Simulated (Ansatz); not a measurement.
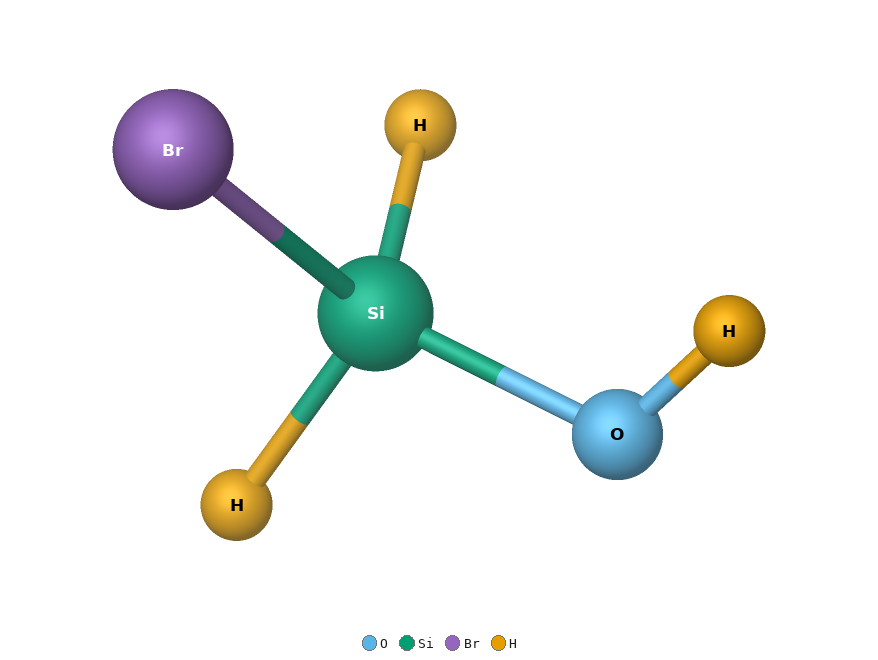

The computed structure is the end point of a PBE-D4/def2-SVP optimisation. No frequency run is at hand to confirm it as a minimum. Properties computed with RKS PBE-D4/def2-SVP (Ansatz 0.2.0).

Computed properties:

The species is BrH₃OSi (`O[SiH2]Br`).
- dipole moment: 1.54 D
